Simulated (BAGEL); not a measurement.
# singlet GeH2ClO+ at 4 levels

Wanted: a comparison of 4 runs (B3LYP/6-31G*, B3LYP/def2-SVPD, PBE0/def2-SVPD, RI-MP2/def2-SVPD) of singlet GeH2ClO+. 

The results are computed with BAGEL 1.2.2.

3 further runs of the same task are left out: 3 set aside as unsound or not needed. Runs told in other sessions of the task aren't counted.

### 1 The molecule

The species is GeH2ClO+ (5 atoms), meant as a singlet with charge +1. As SMILES of the parent species, `[O][GeH2][Cl]`. The shape is that of a PBE0-D4/def2-TZVP optimisation. That shape belongs to the parent species and isn't relaxed for this state.

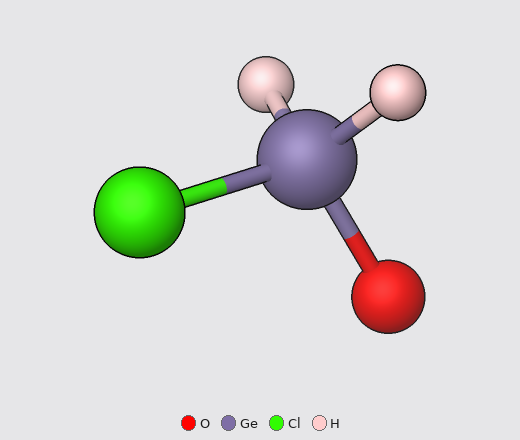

Viewed from a chosen angle; oxygen red, germanium purple, chlorine green, hydrogen pink.

### 2 The energy at B3LYP/6-31G(d) (density fitting with qzvpp-jkfit, spherical functions) (run 1)

Contents of input.json:

```json
{ "bagel": [

{
  "title": "molecule",
  "basis": "6-31gs.json",
  "df_basis": "qzvpp-jkfit",
  "angstrom": true,
  "geometry": [
    { "atom": "O", "xyz": [      -0.272400,      -0.591800,       1.625500 ] },
    { "atom": "Ge", "xyz": [       0.123700,      -0.081200,      -0.034500 ] },
    { "atom": "Cl", "xyz": [      -1.347100,       1.290100,      -0.778900 ] },
    { "atom": "H", "xyz": [       0.081000,      -1.343800,      -0.899000 ] },
    { "atom": "H", "xyz": [       1.464600,       0.653000,       0.045400 ] }
  ]
},

{ "title": "ks", "xc_func": "b3lyp", "charge": 1 },

{ "title": "print", "file": "orbitals.molden", "orbitals": true }

]}
```

The basis set 6-31G* is read from a file made from the Basis Set Exchange's data (not shown).

Run with:

```bash
$ BAGEL_NUM_THREADS=1 BAGEL input.json > input.out
```

The log of the run:

```text
* using 1 threads per process

  ===============================================================
  ===============================================================

  *** Geometry ***

  { "atom" : "O", "xyz" : [     -0.514761,     -1.118340,      3.071750 ] },
  { "atom" : "Ge", "xyz" : [      0.233759,     -0.153446,     -0.065196 ] },
  { "atom" : "Cl", "xyz" : [     -2.545650,      2.437936,     -1.471908 ] },
  { "atom" : "H", "xyz" : [      0.153068,     -2.539414,     -1.698864 ] },
  { "atom" : "H", "xyz" : [      2.767693,      1.233991,      0.085794 ] },

  Number of auxiliary basis functions:      507

  Since a DF basis is specified, we compute 2- and 3-index integrals:
    o Being stored without compression. Storage requirement is 0.019 GB

  Number of basis functions:       68
  Number of electrons      :       59

    * METHOD: MOLECULE                             0.22

  *** Kohn-Sham DFT ***

    * Removing 7758 points whose weight is below 1.00e-10
    * Grid points: 66772

  === Nuclear Repulsion ===
   264.0476202487

       - DIIS with orbital gradients will be used.

  === KS iteration (b3lyp / 6-31gs.json) ===
      0      -2527.81257478          0.13298721           0.22
      1      -2327.14864618          0.24988405           0.20
      2      -2456.35101376          0.16305940           0.20
[... 23 lines of this table left out ...]
     26      -2612.89271672          0.00000001           0.20
    * SCF iteration converged.

    * Permanent dipole moment:
           (   -0.878559,     0.329021,     0.591514) a.u.

    * METHOD: KS                                   5.67

    * METHOD: PRINT                                0.01

  ===============================================================
```

Run time: 6.3 s. Hardware: 1 thread of Arm Neoverse V2, shared host; peak memory 0.27 GiB.

### 3 A single-point energy at B3LYP/def2-SVPD (density fitting with qzvpp-jkfit) (run 2)

input.json: that of step 2 with these lines changed.

```diff
@@ -4,5 +4,5 @@
   "title": "molecule",
-  "basis": "6-31gs.json",
+  "basis": "def2-svpd.json",
   "df_basis": "qzvpp-jkfit",
-  "angstrom": true,
+  "angstrom": "true",
   "geometry": [
@@ -16,5 +16,13 @@
 
-{ "title": "ks", "xc_func": "b3lyp", "charge": 1 },
+{
+  "title": "ks",
+  "xc_func": "b3lyp",
+  "charge": 1
+},
 
-{ "title": "print", "file": "orbitals.molden", "orbitals": true }
+{
+  "title": "print",
+  "file": "orbitals.molden",
+  "orbitals": "true"
+}
```

The basis set def2-SVPD is read from a file made from the Basis Set Exchange's data (not shown).

Run with:

```bash
$ BAGEL_NUM_THREADS=1 BAGEL input.json > input.out
```

The log of the run:

```text
* using 1 threads per process

  ===============================================================
  ===============================================================

  *** Geometry ***

  { "atom" : "O", "xyz" : [     -0.514761,     -1.118340,      3.071750 ] },
  { "atom" : "Ge", "xyz" : [      0.233759,     -0.153446,     -0.065196 ] },
  { "atom" : "Cl", "xyz" : [     -2.545650,      2.437936,     -1.471908 ] },
  { "atom" : "H", "xyz" : [      0.153068,     -2.539414,     -1.698864 ] },
  { "atom" : "H", "xyz" : [      2.767693,      1.233991,      0.085794 ] },

  Number of auxiliary basis functions:      507

  Since a DF basis is specified, we compute 2- and 3-index integrals:
    o Being stored without compression. Storage requirement is 0.044 GB

  Number of basis functions:      104
  Number of electrons      :       59

    * METHOD: MOLECULE                             0.26

  *** Kohn-Sham DFT ***

    * Removing 7758 points whose weight is below 1.00e-10
    * Grid points: 66772

  === Nuclear Repulsion ===
   264.0476202487

       - DIIS with orbital gradients will be used.

  === KS iteration (b3lyp / def2-svpd.json) ===
      0      -2532.18366824          0.09840995           0.38
      1      -2316.54077859          0.16214145           0.35
      2      -2419.85351793          0.12575556           0.36
[... 22 lines of this table left out ...]
     25      -2612.74896558          0.00000001           0.31
    * SCF iteration converged.

    * Permanent dipole moment:
           (   -0.846973,     0.274726,     0.660017) a.u.

    * METHOD: KS                                   9.33

    * METHOD: PRINT                                0.02

  ===============================================================
```

It took 9.9 s on 1 thread of Arm Neoverse V2, shared host; peak memory 0.37 GiB.

### 4 The energy at PBE0/def2-SVPD (density fitting with qzvpp-jkfit) (run 3)

Contents of dft.json:

```json
{ "bagel": [

{
  "title": "molecule",
  "basis": "def2-svpd.json",
  "df_basis": "qzvpp-jkfit",
  "angstrom": true,
  "geometry": [
    { "atom": "O", "xyz": [      -0.272400,      -0.591800,       1.625500 ] },
    { "atom": "Ge", "xyz": [       0.123700,      -0.081200,      -0.034500 ] },
    { "atom": "Cl", "xyz": [      -1.347100,       1.290100,      -0.778900 ] },
    { "atom": "H", "xyz": [       0.081000,      -1.343800,      -0.899000 ] },
    { "atom": "H", "xyz": [       1.464600,       0.653000,       0.045400 ] }
  ]
},

{
  "title": "ks",
  "xc_func": "pbe0",
  "charge": 1
},

{
  "title": "print",
  "file": "orbitals.molden",
  "orbitals": true
}

]}
```

The basis set def2-SVPD is read from a file made from the Basis Set Exchange's data (not shown).

Run with:

```bash
$ BAGEL_NUM_THREADS=1 BAGEL dft.json > dft.out
```

The log of the run:

```text
* using 1 threads per process

  ===============================================================
  ===============================================================

  *** Geometry ***

  { "atom" : "O", "xyz" : [     -0.514761,     -1.118340,      3.071750 ] },
  { "atom" : "Ge", "xyz" : [      0.233759,     -0.153446,     -0.065196 ] },
  { "atom" : "Cl", "xyz" : [     -2.545650,      2.437936,     -1.471908 ] },
  { "atom" : "H", "xyz" : [      0.153068,     -2.539414,     -1.698864 ] },
  { "atom" : "H", "xyz" : [      2.767693,      1.233991,      0.085794 ] },

  Number of auxiliary basis functions:      507

  Since a DF basis is specified, we compute 2- and 3-index integrals:
    o Being stored without compression. Storage requirement is 0.044 GB

  Number of basis functions:      104
  Number of electrons      :       59

    * METHOD: MOLECULE                             0.26

  *** Kohn-Sham DFT ***

    * Removing 7758 points whose weight is below 1.00e-10
    * Grid points: 66772

  === Nuclear Repulsion ===
   264.0476202487

       - DIIS with orbital gradients will be used.

  === KS iteration (pbe0 / def2-svpd.json) ===
      0      -2531.79903464          0.09811514           0.37
      1      -2322.48600982          0.16728143           0.35
      2      -2419.51204933          0.12370363           0.35
[... 21 lines of this table left out ...]
     24      -2612.18763168          0.00000001           0.29
    * SCF iteration converged.

    * Permanent dipole moment:
           (   -0.892388,     0.330844,     0.607834) a.u.

    * METHOD: KS                                   8.33

    * METHOD: PRINT                                0.02

  ===============================================================
```

Wall time 9 s (1 thread of Arm Neoverse V2, shared host); peak memory 0.37 GiB.

### 5 A single-point energy at RI-MP2/def2-SVPD (density fitting with qzvpp-jkfit) (run 4)

Contents of input.json:

```json
{ "bagel" : [

{
  "title" : "molecule",
  "basis" : "def2-svpd.json",
  "df_basis" : "qzvpp-jkfit",
  "angstrom" : "true",
  "geometry" : [
    { "atom" : "O", "xyz" : [      -0.272400,      -0.591800,       1.625500 ] },
    { "atom" : "Ge", "xyz" : [       0.123700,      -0.081200,      -0.034500 ] },
    { "atom" : "Cl", "xyz" : [      -1.347100,       1.290100,      -0.778900 ] },
    { "atom" : "H", "xyz" : [       0.081000,      -1.343800,      -0.899000 ] },
    { "atom" : "H", "xyz" : [       1.464600,       0.653000,       0.045400 ] }
  ]
},

{ "title" : "hf", "charge" : 1 },

{ "title" : "mp2", "charge" : 1, "ncore" : 15 }

]}
```

The basis set def2-SVPD is read from a file made from the Basis Set Exchange's data (not shown).

Run with:

```bash
$ BAGEL_NUM_THREADS=1 BAGEL input.json > input.out
```

The log of the run:

```text
* using 1 threads per process

  ===============================================================
  ===============================================================

  *** Geometry ***

[... 29 lines left out ...]
    * SCF iteration converged.
[... 1 line left out ...]
    * Permanent dipole moment:
[... 2 lines left out ...]
    * METHOD: HF                                   3.15

  *** RHF ***

  === Nuclear Repulsion ===
   264.0476202487

      * DIIS with orbital gradients will be used.

  === RHF iteration (def2-svpd.json) ===
      0      -2609.93923235          0.00000001           0.12
    * SCF iteration converged.

    * Permanent dipole moment:
           (   -1.083760,     1.121908,    -0.784223) a.u.

  === DF-MP2 calculation ===

    * freezing 15 orbitals
    * 3-index integral transformation done
    * assembly done

      MP2 correlation energy:   -0.5152417905      0.07

      MP2 total energy:       -2610.4544741441

    * METHOD: MP2                                  0.31

  ===============================================================
```

Wall time 3.9 s (1 thread of Arm Neoverse V2, shared host); peak memory 0.15 GiB.

### 6 All runs side by side

```tsv
run	level	frozen core orbitals	energy (Eh)	HOMO energy (eV)	LUMO energy (eV)	HOMO–LUMO gap (eV)	wall time
1	B3LYP/6-31G* (density fitting with qzvpp-jkfit, spherical functions)	–	-2612.892717	-15.52	-14.18	1.34	6.3 s
2	B3LYP/def2-SVPD (density fitting with qzvpp-jkfit)	–	-2612.748966	-15.64	-14.27	1.37	9.9 s
3	PBE0/def2-SVPD (density fitting with qzvpp-jkfit)	–	-2612.187632	-15.86	-14.16	1.69	9 s
4	RI-MP2/def2-SVPD (density fitting with qzvpp-jkfit)	15	-2610.454474	–	–	–	3.9 s
```

### 7 What came out

```
                                           quantity           value
                                run 4: total energy  -2610.45447 Eh
run 4: correlation energy (15 core orbitals frozen)      -515.2 mEh
```

What this shows: Over runs 1, 2, 3 the HOMO–LUMO gap runs from 1.34 eV (B3LYP/6-31G*) to 1.69 eV (PBE0/def2-SVPD). The two ends differ in method and basis. Totals of different functionals can't be ranked against each other. All runs together took 29 s, the longest 9.9 s.
